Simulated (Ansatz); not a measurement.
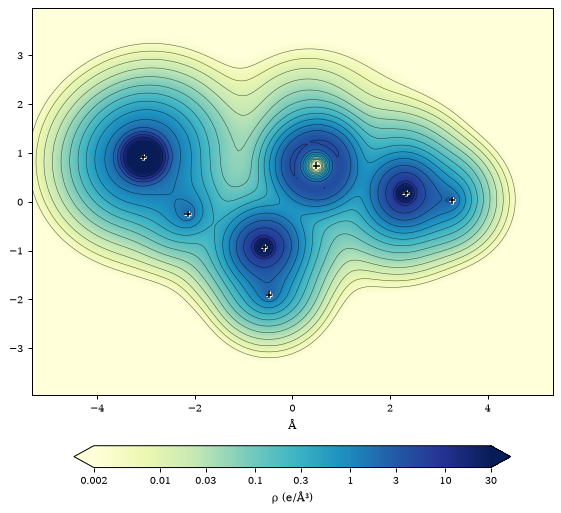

The electron density on a plane through atoms (crosses mark nuclei in the plane).

Computed with Ansatz, RKS PBE/def2-SVP.

Candidates:
A. BrF₂H₃O₂Zr
B. AlCl₄H₂OTa···HCl

Which candidate gave the map?

Candidate A: BrF₂H₃O₂Zr on the plane of atoms O2, Zr1 and O5, which holds Zr, O, H and Br. Zr–O (1.91 Å): ρ is about 0.91 e/Å³ halfway. Zr–Br (3.56 Å): ρ at the midpoint is about 0.06 e/Å³, with its minimum of 0.05 e/Å³ about 1.6 Å from Zr.
